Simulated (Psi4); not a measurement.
**NO+ (nitrosonium) at 3 levels**

We compute a comparison of 3 runs (HF/def2-SVP, PBE0/def2-SVP, PBE0/def2-TZVP) of NO+ (nitrosonium). 

Program for the calculation: Psi4 1.11.

6 further runs of the same task are left out: 1 that didn't finish, 5 set aside as unsound or not needed.

**1. The system as given**

NO+ has 2 atoms, charge +1, and is taken as a singlet. SMILES: `N#[O+]`. The bond length is the measured one.

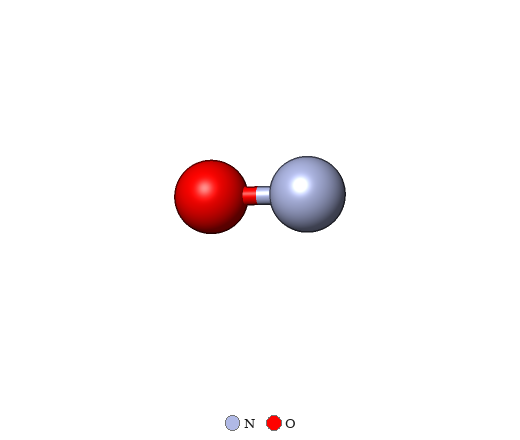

The structure, seen from a chosen angle (nitrogen light blue, oxygen red).

**2. Energy and forces at HF/def2-SVP (run 1)**

Input file job.py:

```python
import psi4

psi4.set_memory(1600000000)
psi4.set_num_threads(1)
psi4.set_output_file('no.out', False)

molecule = psi4.geometry("""
1 1
N
O 1 1.06322
units angstrom
symmetry c1
no_reorient
no_com
""")

psi4.set_options({
    'basis': 'def2-SVP',
    'reference': 'rhf',
    'puream': True,
    'e_convergence': 1e-09,
    'd_convergence': 1e-08,
    'scf_type': 'pk',
})

e_tot, wfn = psi4.gradient('hf', molecule=molecule, return_wfn=True)
psi4.oeprop(wfn, 'DIPOLE', 'LOWDIN_CHARGES', 'WIBERG_LOWDIN_INDICES', title='HF')
print('gradient / Eh bohr^-1')
print(e_tot.np.round(6))
print(f'energy = {wfn.energy():.10f} Eh')
for k, v in sorted(psi4.core.scalar_variables().items()):
    print(f'{k:45s} {v:18.10f}')
```

Command:

```sh
$ python job.py
```

no.out:

```text
[...]
  Running in c1 symmetry.
[...]
  Nuclear repulsion =   27.871864522413055
[...]
  Multiplicity = 1
[...]
  Nalpha       = 7
  Nbeta        = 7
[...]
    Number of basis functions: 28
[...]
   @RHF iter   1:  -128.73842580642037   -3.90111e-02   1.36034e-02 DIIS/ADIIS
[...]
   @RHF iter   9:  -128.80074952503273   -2.24532e-12   8.45303e-09 DIIS
[...]
    Orbital Energies [Eh]
    ---------------------
    Doubly Occupied:
       1A    -21.214432     2A    -16.247181     3A     -2.152837
       4A     -1.340209     5A     -1.160259     6A     -1.160259
       7A     -1.143795
[...]
  @RHF Final Energy:  -128.80074952503273
   => Energetics <=
    Nuclear Repulsion Energy =             27.8718645224130555
    One-Electron Energy =                -224.5072811795352834
    Two-Electron Energy =                  67.8346671320894927
    Total Energy =                       -128.8007495250327281
[...]
  -Total Gradient:
     Atom            X                  Y                   Z
    ------   -----------------  -----------------  -----------------
       1        0.000000000000     0.000000000000    -0.126851927340
       2       -0.000000000000    -0.000000000000     0.126851927340
[...]
 Multipole Moments:
 ------------------------------------------------------------------------------------
     Multipole            Electronic (a.u.)      Nuclear  (a.u.)        Total (a.u.)
 ------------------------------------------------------------------------------------
 L = 1.  Multiply by 2.5417464519 to convert [e a0] to [Debye]
 Dipole X            :          0.0000000            0.0000000            0.0000000
 Dipole Y            :         -0.0000000            0.0000000           -0.0000000
 Dipole Z            :         -0.2871994            0.0040314           -0.2831680
 Magnitude           :                                                    0.2831680
[...]
```

The script printed:

```text
gradient / Eh bohr^-1
[[ 0.        0.       -0.126852]
 [-0.       -0.        0.126852]]
energy = -128.8007495250 Eh
CURRENT ENERGY                                   -128.8007495250
CURRENT REFERENCE ENERGY                         -128.8007495250
DD SOLVATION ENERGY                                 0.0000000000
HF KINETIC ENERGY                                 128.4320750231
HF POTENTIAL ENERGY                              -257.2328245481
HF TOTAL ENERGY                                  -128.8007495250
HF VIRIAL RATIO                                     2.0028705797
NUCLEAR REPULSION ENERGY                           27.8718645224
ONE-ELECTRON ENERGY                              -224.5072811795
PCM POLARIZATION ENERGY                             0.0000000000
PE ENERGY                                           0.0000000000
SCF ITERATION ENERGY                             -128.8007495250
SCF ITERATIONS                                      9.0000000000
SCF TOTAL ENERGY                                 -128.8007495250
TWO-ELECTRON ENERGY                                67.8346671321
```

Wall time 2.4 s (1 thread of AMD EPYC 7R43 (Zen 3), shared host); peak memory 0.19 GiB.

**3. Energy and forces at PBE0/def2-SVP (run 2)**

Input file calc.py:

```python
import psi4

psi4.set_memory('1600 MB')
psi4.set_num_threads(1)
psi4.set_output_file('output.dat', False)

molecule = psi4.geometry("""
1 1
N      0.00000000     0.00000000     0.00000000
O      0.00000000     0.00000000     2.00919461
units bohr
symmetry c1
no_reorient
no_com
""")

psi4.set_options({
    'puream': True,
    'e_convergence': 1e-09,
    'd_convergence': 1e-08,
    'scf_type': 'pk',
    'dft_radial_points': 99,
    'dft_spherical_points': 590,
})

result, w = psi4.gradient("pbe0/def2-SVP", return_wfn=True)
psi4.oeprop(w, "MAYER_INDICES", "QUADRUPOLE", "LOWDIN_CHARGES", title="PBE0")
print('gradient / Eh bohr^-1')
print(result.np.round(6))
print(f'energy = {w.energy():.10f} Eh')
```

Command:

```sh
$ python calc.py
```

output.dat:

```text
[...]
  Running in c1 symmetry.
[...]
  Nuclear repulsion =   27.871864537801041
[...]
  Multiplicity = 1
[...]
  Nalpha       = 7
  Nbeta        = 7
[...]
    Number of basis functions: 28
[...]
   @RKS iter   1:  -129.28302274000478    2.02627e-01   5.89591e-03 ADIIS/DIIS
[...]
   @RKS iter   8:  -129.29552475030496   -2.67164e-12   7.75258e-09 DIIS
[...]
    Orbital Energies [Eh]
    ---------------------
    Doubly Occupied:
       1A    -19.853453     2A    -15.033312     3A     -1.807854
       4A     -1.106163     5A     -1.007386     6A     -1.007386
       7A     -0.932598
[...]
  @RKS Final Energy:  -129.29552475030496
   => Energetics <=
    Nuclear Repulsion Energy =             27.8718645378010415
    One-Electron Energy =                -224.7995895274814302
    Two-Electron Energy =                  78.8804284946614871
    DFT Exchange-Correlation Energy =     -11.2482282552860475
    Empirical Dispersion Energy =           0.0000000000000000
    VV10 Nonlocal Energy =                  0.0000000000000000
    Total Energy =                       -129.2955247503049634
[...]
  -Total Gradient:
     Atom            X                  Y                   Z
    ------   -----------------  -----------------  -----------------
       1       -0.000000000000     0.000000000000    -0.011705961789
       2        0.000000000000     0.000000000000     0.011704407431
[...]
 Multipole Moments:
 ------------------------------------------------------------------------------------
     Multipole            Electronic (a.u.)      Nuclear  (a.u.)        Total (a.u.)
 ------------------------------------------------------------------------------------
 L = 1.  Multiply by 2.5417464519 to convert [e a0] to [Debye]
 Dipole X            :         -0.0000000            0.0000000           -0.0000000
 Dipole Y            :          0.0000000            0.0000000            0.0000000
 Dipole Z            :        -15.1730355           16.0735569            0.9005214
 Magnitude           :                                                    0.9005214
 L = 2.  Multiply by 1.3450342976 to convert [e a0^2] to [Debye ang]
 Quadrupole XX       :         -5.8511310            0.0000000           -5.8511310
 Quadrupole XY       :          0.0000000            0.0000000            0.0000000
[...]
```

Standard output:

```text
gradient / Eh bohr^-1
[[-0.        0.       -0.011706]
 [ 0.        0.        0.011704]]
energy = -129.2955247503 Eh
```

It took 5.1 s on 1 thread of AMD EPYC 7R43 (Zen 3), shared host; peak memory 0.29 GiB.

**4. Energy and forces at PBE0/def2-TZVP (run 3)**

Input file input.json:

```json
{
  "schema_name": "qcschema_input",
  "schema_version": 1,
  "molecule": {
    "schema_name": "qcschema_molecule",
    "schema_version": 2,
    "symbols": ["N", "O"],
    "geometry": [0.0, 0.0, 0.0, 0.0, 0.0, 2.00919461],
    "molecular_charge": 1,
    "molecular_multiplicity": 1,
    "fix_symmetry": "c1"
  },
  "driver": "gradient",
  "model": {
    "method": "pbe0",
    "basis": "def2-TZVP"
  },
  "keywords": {
    "puream": true,
    "e_convergence": 1e-09,
    "d_convergence": 1e-08,
    "scf_type": "pk",
    "dft_radial_points": 99,
    "dft_spherical_points": 590
  }
}
```

Command:

```sh
$ psi4 --qcschema input.json -n 1 --memory 1600MB
```

stdout:

```text
[...]
  Running in c1 symmetry.
[...]
  Nuclear repulsion =   27.871864537801041
[...]
  Multiplicity = 1
[...]
  Nalpha       = 7
  Nbeta        = 7
[...]
    Number of basis functions: 62
[...]
   @RKS iter   1:  -129.44627098312912    1.40445e-01   2.19498e-03 ADIIS/DIIS
[...]
   @RKS iter   8:  -129.45610685682396   -1.60583e-11   4.37782e-09 DIIS
[...]
    Orbital Energies [Eh]
    ---------------------
    Doubly Occupied:
       1A    -19.838739     2A    -15.018305     3A     -1.805805
       4A     -1.113373     5A     -0.998175     6A     -0.998175
       7A     -0.929863
[...]
  @RKS Final Energy:  -129.45610685682396
   => Energetics <=
    Nuclear Repulsion Energy =             27.8718645378010415
    One-Electron Energy =                -225.1959751686146660
    Two-Electron Energy =                  79.1402412408192930
    DFT Exchange-Correlation Energy =     -11.2722374668296244
    Empirical Dispersion Energy =           0.0000000000000000
    VV10 Nonlocal Energy =                  0.0000000000000000
    Total Energy =                       -129.4561068568239648
[...]
 Multipole Moments:
 ------------------------------------------------------------------------------------
     Multipole            Electronic (a.u.)      Nuclear  (a.u.)        Total (a.u.)
 ------------------------------------------------------------------------------------
 L = 1.  Multiply by 2.5417464519 to convert [e a0] to [Debye]
 Dipole X            :          0.0000000            0.0000000            0.0000000
 Dipole Y            :          0.0000000            0.0000000            0.0000000
 Dipole Z            :         -0.1613577            0.0040314           -0.1573263
 Magnitude           :                                                    0.1573263
[...]
  -Total Gradient:
     Atom            X                  Y                   Z
    ------   -----------------  -----------------  -----------------
       1       -0.000000000000    -0.000000000000    -0.031492754723
       2        0.000000000000    -0.000000000000     0.031492104720
[...]
```

The result, in JSON:

```text
{
 "driver": "gradient",
 "model": {
  "method": "pbe0",
  "basis": "def2-TZVP"
 },
 "success": true,
 "return_result": [-1.6553357064915652e-14, -3.1249404041240423e-15, -0.03149275472345414, 2.776750691932614e-14, -2.1651938514698557e-14, 0.03149210471985331],
 "properties": {
  "calcinfo_nbasis": 62,
  "calcinfo_nmo": 62,
  "calcinfo_nalpha": 7,
  "calcinfo_nbeta": 7,
  "calcinfo_natom": 2,
  "nuclear_repulsion_energy": 27.87186453780104,
  "return_energy": -129.45610685682396,
  "return_gradient": [-1.6553357064915652e-14, -3.1249404041240423e-15, -0.03149275472345414, 2.776750691932614e-14, -2.1651938514698557e-14, 0.03149210471985331],
  "scf_one_electron_energy": -225.19597516861467,
  "scf_two_electron_energy": 79.1402412408193,
  "scf_xc_energy": -11.272237466829624,
  "scf_dipole_moment": [4.396906366431484e-15, 3.711477307685001e-15, -0.157326293126422],
  "scf_total_energy": -129.45610685682396,
  "scf_total_gradient": [-1.6553357064915652e-14, -3.1249404041240423e-15, -0.03149275472345414, 2.776750691932614e-14, -2.1651938514698557e-14, 0.03149210471985331],
  "scf_iterations": 8
 }
}
```

Run time: 8.1 s. Hardware: 1 thread of AMD EPYC 7R43 (Zen 3), shared host; peak memory 0.42 GiB.

**5. The series**

| run | level | integration grid | energy (Eh) | HOMO energy (eV) | LUMO energy (eV) | HOMO–LUMO gap (eV) | wall time |
| --- | --- | --- | --- | --- | --- | --- | --- |
| 1 | HF/def2-SVP | – | -128.800750 | -31.12 | -7.86 | 23.27 | 2.4 s |
| 2 | PBE0/def2-SVP | 99 radial × 590 angular | -129.295525 | -25.38 | -13.26 | 12.12 | 5.1 s |
| 3 | PBE0/def2-TZVP | 99 radial × 590 angular | -129.456107 | -25.30 | -13.03 | 12.28 | 8.1 s |

**6. Outcome**

```
                       quantity          value
            run 3: total energy  -129.45611 Eh
             run 3: HOMO energy      -25.30 eV
             run 3: LUMO energy      -13.03 eV
           run 3: HOMO–LUMO gap       12.28 eV
run 3: largest force on an atom     1.619 eV/Å
```

**Reading.** The HOMO–LUMO gap runs from 12.12 eV (PBE0/def2-SVP) to 23.27 eV (HF/def2-SVP). Exact exchange widens orbital gaps. All runs together took 16 s, the longest 8.1 s.
